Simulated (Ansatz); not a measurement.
NaCl (rock salt)

```
CELL_PARAMETERS angstrom
      0.00000     5.60772     5.60772
      2.80386     0.00000     2.80386
      2.80386     2.80386     0.00000
ATOMIC_POSITIONS crystal
  Cl 0.00000 0.00000 0.00000
  Cl 0.50000 0.00000 0.00000
  Na 0.25000 0.50000 0.50000
  Na 0.75000 0.50000 0.50000
```

The atoms are displaced by Q × the pattern below (from a DFPT mode at L = (0.5, 0.0, 0.0), largest move 1; Q in Å), at fixed cell. It is one choice among 2 degenerate patterns. (q is in reciprocal vectors of the primitive cell; the cell shown is doubled to hold the pattern.)

```json
[
 {"atom": "Cl1", "x": "0.285", "y": "-0.520", "z": "0.805"},
 {"atom": "Cl2", "x": "-0.285", "y": "0.520", "z": "-0.805"}
]
```

Atoms not listed stay in place.

Computed with r2SCAN (plane waves to 500 eV, PAW, scalar-relativistic; Ansatz, an electronic-structure program). k mesh 5×10×10 (Γ-centred), Fermi-Dirac smearing 0.05 eV. Energies are smeared free energies. NaCl was relaxed with its symmetry unable to fall. ΔE is measured from the undisplaced structure.

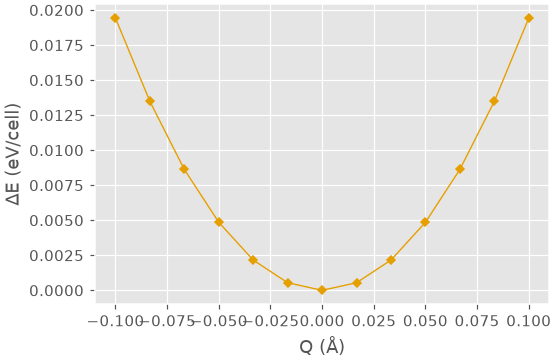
Figure: ΔE (eV/cell) against Q (Å); computed points joined by lines.

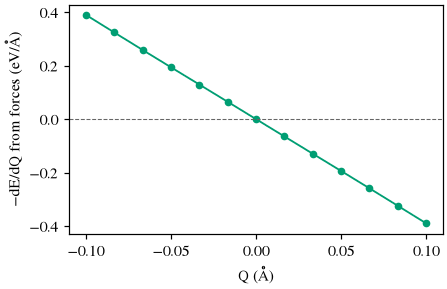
Fig. 1. −dE/dQ from forces (eV/Å) against Q (Å); computed points joined by lines.

The energy at Q = 0.100 Å is 19.4 meV/cell. Wavenumber by perturbation theory (DFPT, on another k mesh): 122 cm⁻¹. Shape of the curve: a single well with its minimum at or next to zero displacement. Space group of the distorted cell: P-1 (No. 2), lowered from Fm-3m. Harmonic wavenumber from the curvature (finite differences): 122 cm⁻¹.

E″ = 3.89 eV/Å², M = Σ mᵢ|uᵢ|² = 70.9 u, ν̃ = 521.5·√(|E″|/M).

(For displaced atoms, the force is minus the slope of the energy, and its curvature is a force constant, which sets phonon frequencies.)
